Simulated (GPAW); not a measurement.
# BH2 (boron dihydride), step by step

Wanted: a geometry optimisation (U-vdW-DF2/dzp), then the harmonic vibrations (U-vdW-DF2/dzp) of BH2 (boron dihydride). 

The calculation is run with GPAW 26.7.0.

2 further runs of the same task are left out: 1 that didn't finish, 1 set aside as unsound or not needed.

## Step 1: The structure to begin with

The species is BH2 (3 atoms), meant as a doublet with charge 0. As SMILES, `[BH2]`. All atoms were displaced at random from a relaxed shape. The run starts from this shape.

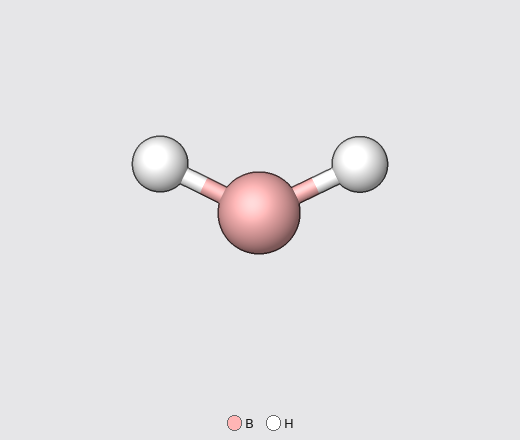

The structure, seen from a chosen angle (boron pink, hydrogen white).

## Step 2: A geometry optimisation at U-vdW-DF2/dzp (scalar-relativistic datasets) (run 1)

Contents of run.py:

```python
import numpy as np
from ase import Atoms
from ase.io import write
from ase.optimize import BFGS
from ase.units import Bohr
from gpaw import GPAW

positions_bohr = np.array(
              [[  0.472322,  -0.297040,   0.234509],
               [  0.437910,   1.917097,   0.453090],
               [ -1.038422,  -1.582810,  -0.705191]])
molecule = Atoms("BHH", positions=positions_bohr * Bohr)
molecule.center(vacuum=4.0)
molecule.set_initial_magnetic_moments([1.0, 0.0, 0.0])

dft = GPAW(mode="lcao",
           basis="dzp",
           h=0.18,
           xc={"name": "vdW-DF2", "backend": "libvdwxc"},
           occupations={"name": "fermi-dirac", "width": 0.0, "fixmagmom": True},
           maxiter=100,
           poissonsolver={"name": "fd"},
           symmetry="off",
           txt="molecule.txt")
molecule.calc = dft

opt = BFGS(molecule, trajectory="molecule.traj")
converged = opt.run(fmax=0.02, steps=60)
print("Converged:", converged)
print(f"Final energy: {molecule.get_potential_energy():.5f} eV")
print(f"r(H2-B0) = {molecule.get_distance(2, 0):.4f} Ang")
print(f"r(H1-B0)                {molecule.get_distance(1, 0):.4f} Ang")
write("relaxed.xyz", molecule)
```

Run with:

```
$ python run.py > run.log
```

The program printed:

```text
Step     Time          Energy          fmax
BFGS:    0 hh:mm:ss      -17.889421        1.344451
BFGS:    1 hh:mm:ss      -17.924587        0.556363
BFGS:    2 hh:mm:ss      -17.935168        0.122281
BFGS:    3 hh:mm:ss      -17.935668        0.093119
BFGS:    4 hh:mm:ss      -17.936178        0.106278
BFGS:    5 hh:mm:ss      -17.936723        0.082006
BFGS:    6 hh:mm:ss      -17.936974        0.033416
BFGS:    7 hh:mm:ss      -17.937012        0.009080
Converged: True
Final energy: -17.93701 eV
r(H2-B0) = 1.2124 Ang
r(H1-B0)                1.2129 Ang
```

molecule.txt, shortened:

```text
[...]
Number of symmetries: 1
[...]
  Number of IBZ points: 1
[...]
basis functions: 23
Spin-components: 2 (collinear spins)
Bands:           6
[...]
  Valence electrons: 5.0
[...]
  Grid points: [48 56 48]
  Charge: 0.0  # |e|
[...]
    cutoffs:
[...]
occupation numbers:
  Fixed magnetic moment: 1.000
[...]
xc functional:
  name: vdW-DF2 with libvdwxc
[...]
|iter     |     time |      energy | eigst |  dens |  magmom |
[...]
|iter:   1| 00:01:39 |  -17.936980c|      c|       |  +0.9984|
[...]
Converged in 6 steps
[...]
dipole moment: (-0.063511, 0.036605, -0.029897)  # |e|*Ang
Total magnetic moment: (0.000000, 0.000000, 1.000005)
[...]
|iter:   5| 00:02:00 |  -17.937012c|      c| -4.22c|  +1.0000|
Converged in 5 steps
[...]
Energy contributions relative to reference atoms: (reference = -694.469892)
Energy contributions:
  Kinetic:           7.694373
  Coulomb:          -7.709105
  Zero:              0.005829
  External:          0.000000
  Xc:              -17.928110
  Entropy:           0.000000
  Spinorbit:         0.000000
  ----------------------------
  Free energy:     -17.937012
  Extrapolated:    -17.937012
[...]
Total magnetic moment: (0.000000, 0.000000, 0.999997)
Local magnetic moments
|        x |        y |        z |
|----------|----------|----------|
| 0.000000 | 0.000000 | 0.180074 |  # B    0
| 0.000000 | 0.000000 | 0.008315 |  # H    1
| 0.000000 | 0.000000 | 0.008287 |  # H    2
Fermi levels: -4.307, -3.188
Eigenvalues  # (at kpt = [0.000, 0.000, 0.000])
| band index |      eig [eV] | occ [0-1] |      eig [eV] | occ [0-1] |
|------------|---------------|-----------|---------------|-----------|
|          0 |       -12.539 |     1.000 |       -12.037 |     1.000 |
|          1 |        -9.323 |     1.000 |        -9.154 |     1.000 |
|          2 |        -5.182 |     1.000 |        -2.945 |     0.000 |
|          3 |        -3.431 |     0.000 |        -2.802 |     0.000 |
|          4 |         2.479 |     0.000 |         2.711 |     0.000 |
|          5 |         4.206 |     0.000 |         4.601 |     0.000 |
Gap: 1.751 eV
Transition (v -> c):
[...]
Forces  # eV/Ang
|        x |        y |        z |
|----------|----------|----------|
| -0.00620 |  0.00346 | -0.00521 |  # B    0
| -0.00176 | -0.00616 | -0.00643 |  # H    1
| -0.00197 |  0.00644 |  0.00088 |  # H    2
Force computation time: 0.140  # s
timing:  # [seconds]
  Total:  120.751  # ━━━━━━━━━━━━━━━━━━━━━━━━━━━━━━━━━━━━━━━━━━━━━━━━━━━━━━━━
  Init:     6.620  # ━━━
  SCF:     93.339  # ━━━━━━━━━━━━━━━━━━━━━━━━━━━━━━━━━━━━━━━━━━━╸
  Forces:   1.122  # ╸
  Move:    19.589  # ━━━━━━━━━
```

Run time: 2 min. Hardware: 1 thread of Arm Neoverse V1, shared host; peak memory 1 GiB.

Steps, from the record of the run:

```tsv
step	energy from the first frame kept (eV)	largest force (eV/Å)
0	0.0000	1.3445
1	-0.0352	0.5564
2	-0.0457	0.1223
3	-0.0462	0.0931
4	-0.0468	0.1063
5	-0.0473	0.0820
6	-0.0476	0.0334
7	-0.0476	0.0091
```

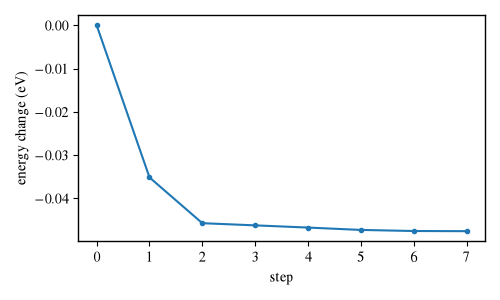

Energy along the run.

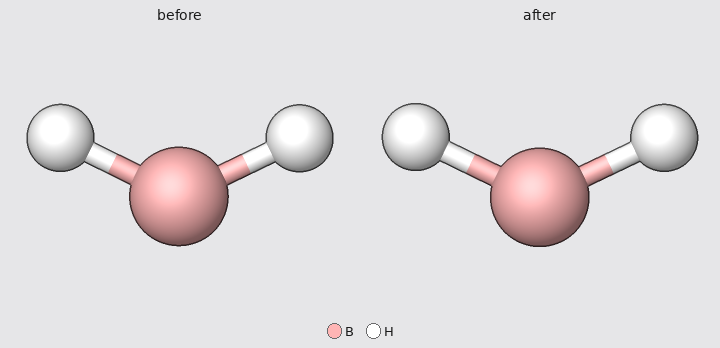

Before and after, at one scale.

After the run. Bond lengths: B1–H2 1.213 Å, B1–H3 1.212 Å. Angles: H2–B1–H3 128.5°.

## Step 3: The harmonic vibrations at U-vdW-DF2/dzp (scalar-relativistic datasets, shape nonlinear) (run 2)

Contents of relaxed.xyz:

```xyz
3
Lattice="8.79945129579606 0.0 0.0 0.0 9.852071023492861 0.0 0.0 0.0 8.612935908629096" Properties=species:S:1:pos:R:3:initial_magmoms:R:1:magmoms:R:1:forces:R:3 free_energy=-17.937012353745054 energy=-17.937012353745054 dipole="-0.06374324434206338 0.0367614878653956 -0.030005606110239603" magmom=0.999997026079325 pbc="F F F"
B        4.80855546       4.68073449       4.50175653       1.00000000       0.18007431      -0.00619770       0.00345590      -0.00521458
H        4.79362270       5.88749754       4.62222314       0.00000000       0.00831506      -0.00176391      -0.00615954      -0.00643357
H        3.97825649       3.96432388       3.98479757       0.00000000       0.00828689      -0.00196824       0.00643574       0.00088201
```

Contents of vib.py:

```python
from ase.io import read
from ase.thermochemistry import IdealGasThermo
from ase.vibrations import Infrared
from gpaw import GPAW

# Geometry
molecule = read("relaxed.xyz")
molecule.set_initial_magnetic_moments([1.0, 0.0, 0.0])

# Ground state
calc = GPAW(mode="lcao",
            maxiter=100,
            poissonsolver={"name": "fd"},
            h=0.18,
            occupations={"name": "fermi-dirac", "width": 0.0, "fixmagmom": True},
            basis="dzp",
            symmetry="off",
            xc={"name": "vdW-DF2", "backend": "libvdwxc"},
            convergence={"density": 1e-05},
            txt="run.txt")
molecule.calc = calc

energy = molecule.get_potential_energy()
vib = Infrared(molecule, delta=0.01)
vib.run()
vib.summary()
freqs = vib.get_frequencies()
zpe = vib.get_zero_point_energy()
intensities = vib.intensities

thermo = IdealGasThermo(vib_energies=vib.get_energies(), potentialenergy=energy, atoms=molecule, geometry="nonlinear",
                        symmetrynumber=2, spin=0.5, ignore_imag_modes=True)
H = thermo.get_enthalpy(600.0, verbose=False)
S = thermo.get_entropy(600.0, 1000.0, verbose=False)
G = thermo.get_gibbs_energy(temperature=600.0, pressure=1000.0)
```

Run with:

```
$ python3 -u vib.py | tee vib.out
```

The program printed:

```text
-------------------------------------
 Mode    Frequency        Intensity
  #    meV     cm^-1   (D/Å)^2 amu^-1
-------------------------------------
  0   15.4i    123.9i     0.0148
  1   12.6i    101.7i     0.1131
  2    8.6i     69.7i     0.0196
  3   11.4      92.2      0.0582
  4   27.2     219.7      0.0421
  5   33.6     271.2      0.1066
  6  124.0    1000.1      0.2015
  7  314.1    2533.4      0.1442
  8  333.5    2689.7      2.6154
-------------------------------------
Zero-point energy: 0.422 eV
Static dipole moment: 0.382 D
Maximum force on atom in `equilibrium`: 0.0091 eV/Å

Enthalpy components at T = 600.00 K:
===============================
Enthalpy components at T = 600.00 K:
===============================
E_pot                -17.937 eV
E_ZPE                  0.386 eV
Cv_trans (0->T)        0.078 eV
Cv_rot (0->T)          0.078 eV
Cv_vib (0->T)          0.014 eV
-------------------------------
U                    -17.382 eV
===============================
(C_v -> C_p)           0.052 eV
-------------------------------
H                    -17.331 eV
===============================

Entropy components at T = 600.00 K and P = 1000.0 Pa:
=================================================
{"":15s}{"S":13s}     {"T*S:13s}
S_trans (1 bar)    0.0016087 eV/K        0.965 eV
S_rot              0.0005846 eV/K        0.351 eV
S_elec             0.0000597 eV/K        0.036 eV
S_vib              0.0000313 eV/K        0.019 eV
S (1 bar -> P)     0.0003968 eV/K        0.238 eV
-------------------------------------------------
S                  0.0026811 eV/K        1.609 eV
=================================================

Free energy components at T = 600.00 K and P = 1000.0 Pa:
=======================
    H        -17.331 eV
 -T*S         -1.609 eV
-----------------------
    G        -18.939 eV
=======================
```

run.txt, shortened:

```text
[...]
Number of symmetries: 1
[...]
  Number of IBZ points: 1
[...]
basis functions: 23
Spin-components: 2 (collinear spins)
Bands:           6
[...]
  Valence electrons: 5.0
[...]
  Grid points: [48 56 48]
  Charge: 0.0  # |e|
[...]
    cutoffs:
[...]
occupation numbers:
  Fixed magnetic moment: 1.000
[...]
xc functional:
  name: vdW-DF2 with libvdwxc
[...]
|iter     |     time |      energy | eigst |  dens |  magmom |
[...]
|iter:   1| 00:05:59 |  -17.936815c|      c|       |  +1.0008|
[...]
Converged in 9 steps
[...]
dipole moment: (-0.062764, 0.037572, -0.030135)  # |e|*Ang
Total magnetic moment: (0.000000, 0.000000, 0.999999)
[...]
|iter:   9| 00:06:36 |  -17.936816c|      c| -5.00c|  +1.0000|
Converged in 9 steps
[...]
Energy contributions relative to reference atoms: (reference = -694.469892)
Energy contributions:
  Kinetic:           7.802778
  Coulomb:          -7.787748
  Zero:              0.005954
  External:          0.000000
  Xc:              -17.957800
  Entropy:           0.000000
  Spinorbit:         0.000000
  ----------------------------
  Free energy:     -17.936816
  Extrapolated:    -17.936816
[...]
Total magnetic moment: (0.000000, 0.000000, 0.999998)
Local magnetic moments
|        x |        y |        z |
|----------|----------|----------|
| 0.000000 | 0.000000 | 0.180153 |  # B    0
| 0.000000 | 0.000000 | 0.008233 |  # H    1
| 0.000000 | 0.000000 | 0.008193 |  # H    2
Fermi levels: -4.304, -3.187
Eigenvalues  # (at kpt = [0.000, 0.000, 0.000])
| band index |      eig [eV] | occ [0-1] |      eig [eV] | occ [0-1] |
|------------|---------------|-----------|---------------|-----------|
|          0 |       -12.548 |     1.000 |       -12.046 |     1.000 |
|          1 |        -9.333 |     1.000 |        -9.164 |     1.000 |
|          2 |        -5.177 |     1.000 |        -2.944 |     0.000 |
|          3 |        -3.430 |     0.000 |        -2.797 |     0.000 |
|          4 |         2.493 |     0.000 |         2.726 |     0.000 |
|          5 |         4.230 |     0.000 |         4.619 |     0.000 |
Gap: 1.747 eV
Transition (v -> c):
[...]
Forces  # eV/Ang
|        x |        y |        z |
|----------|----------|----------|
|  0.06278 |  0.06204 |  0.03641 |  # B    0
| -0.00264 | -0.00786 | -0.00695 |  # H    1
| -0.07092 | -0.05047 | -0.03948 |  # H    2
Force computation time: 0.142  # s
timing:  # [seconds]
  Total:  395.755  # ━━━━━━━━━━━━━━━━━━━━━━━━━━━━━━━━━━━━━━━━━━━━━━━━━━━━━━━━
  Init:     6.595  # ━
  SCF:    334.636  # ━━━━━━━━━━━━━━━━━━━━━━━━━━━━━━━━━━━━━━━━━━━━━━━╸
  Forces:   2.662  # ╸
  Move:    51.712  # ━━━━━━━╸
```

Run time: 6.6 min. Hardware: 1 thread of Arm Neoverse V1, shared host; peak memory 1.1 GiB.

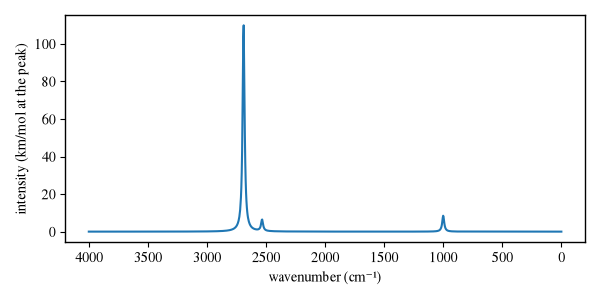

Harmonic infrared spectrum, unscaled, lines broadened by 10 cm⁻¹.

## Step 4: Results

```
                                                                                quantity             value
            run 1, U-vdW-DF2/dzp: energy as printed (from the program's reference atoms)       -17.9370 eV
                                                     run 1, U-vdW-DF2/dzp: dipole moment            0.38 D
                                run 1, U-vdW-DF2/dzp: HOMO energy (highest over α and β)          -5.18 eV
                                 run 1, U-vdW-DF2/dzp: LUMO energy (lowest over α and β)          -3.43 eV
                                        run 2, U-vdW-DF2/dzp: lowest harmonic wavenumber         1000 cm⁻¹
                                       run 2, U-vdW-DF2/dzp: highest harmonic wavenumber         2690 cm⁻¹
                                                 run 2, U-vdW-DF2/dzp: zero-point energy       37.2 kJ/mol
run 2, U-vdW-DF2/dzp: ideal-gas entropy at 600 K and 1000 Pa (symmetry number 2 as used)  61.8 cal/(mol K)
```

The optimisation (run 1, U-vdW-DF2/dzp) took 7 steps and changed the energy by -0.048 eV. All 3 modes (run 2, U-vdW-DF2/dzp) are real, so the shape is a minimum at this level.
